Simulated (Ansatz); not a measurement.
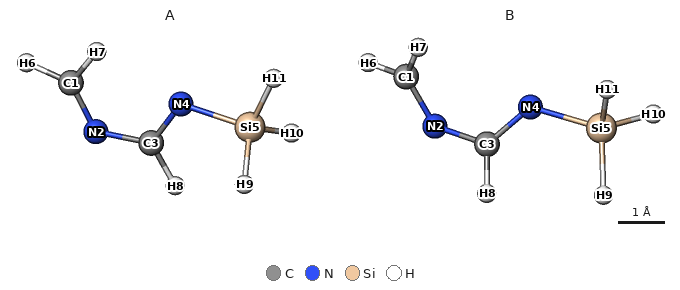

Two geometries of C2H6N2Si, drawn at one scale. One is the start of a relaxation, the other its converged end. Style: ball-and-stick. Shown at a tilt.

Computed with Ansatz, RKS PBE0-D4/6-31G. Set-up: no spin polarisation; force threshold 0.015 eV/Å; at most 40 steps.

**Which one is relaxed?**

Structure B is the relaxed one. The run prepares an end point of a later path (torsion) calculation, from a guessed geometry. The largest move after the best rigid fit is that of H8, 1.00 Å. Largest moves by element: H 1.00 Å, N 0.37 Å, Si 0.27 Å, C 0.21 Å. Near-neighbour distances that change, for instance: N4–Si5 1.699 → 1.805 Å, Si5–H9 1.447 → 1.514 Å, N2–C3 1.343 → 1.403 Å, C1–H7 1.149 → 1.094 Å. Among the angles between lasting bonds that change: N2–C1–H6 131.2° → 119.1°, C3–N4–Si5 116.9° → 125.1°, H6–C1–H7 110.9° → 118.1°. Groups turn about N4–Si5 by about 50°, N2–C3 by about 45°. The energy falls by 96.0 kJ/mol in 16 accepted moves (19 points after the start). Largest force component: 4.3 eV/Å at the start, 0.015 eV/Å at the end. The line search rejected the trial steps at points 10, 13, 16 of the run. The forces were under the threshold at step 17, but the run went on from there.
